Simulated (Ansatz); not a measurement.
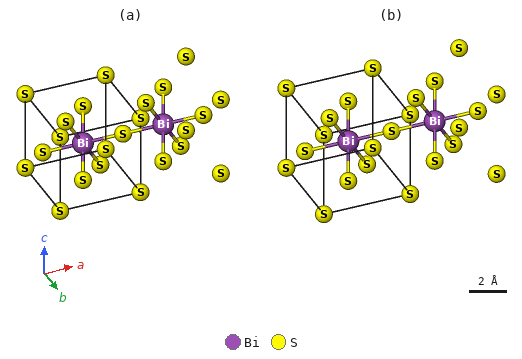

The structure of solid BiS4 (a generated structure, set up in Pm-3m) (coarse preliminary run) before (left) and after (right) a relaxation, at one scale.

Style: ball-and-stick. Shown: the cell of the calculation, repeated 2 × 1 × 1 with one cell outlined, from a free direction.

The calculation used DFT PBE, scalar-relativistic, plane waves, PAW in Ansatz.

The input:
```yaml
crystal:
  lattice:
    - [4.81869082, 0.0, 0.0]
    - [0.0, 4.81869082, 0.0]
    - [0.0, 0.0, 4.81869082]
  atoms:
    - { symbol: Bi, position: [0.5, 0.5, 0.5] }
    - { symbol: S, position: [0.0, 0.5, 0.5] }
    - { symbol: S, position: [0.5, 0.5, 0.0] }
    - { symbol: S, position: [0.5, 0.0, 0.5] }
    - { symbol: S, position: [0.0, 0.0, 0.0] }
basis:
  ecutwfc: 420
kpoints:
  mp_grid: { grid: [4, 4, 4] }
hamiltonian:
  xc: pbe
scf:
  occupations: { method: gaussian, width: 0.1 }
  lower_state_search: "off"
output:
  forces: true
  stress: true
  eigenvalues: true
relax:
  adjacent_minimum: "off"
  f_tol: 0.04
  max_steps: 70
  cell: { stress_tol: 0.4 }
```

Run as
```bash
ansatz run input.yaml --threads 1 --pin off --max-ram 2560MiB --backend cpu --events-out ev --progress --plain --runs-dir out
```

**Describe what moved and what it gained.**

After 3 accepted moves (4 points after the start) the energy has fallen by 223 meV per atom. All forces vanish by symmetry, so only the cell relaxes. Pressure: 15.95 GPa at the start and 0.20 GPa at the end. The SCF was repeated once at an unchanged geometry on a basis and grid sized afresh for the cell, which shifted the energy by 1.0 meV per atom at most. No atom moves by more than 0.005 Å relative to the cell. The volume changes by +24.4 %, with a = b = c 4.819 → 5.183 Å (+7.6 %). Some distances before and after: Bi1–S2 2.409 → 2.592 Å. The space group stays Pm-3m (No. 221).
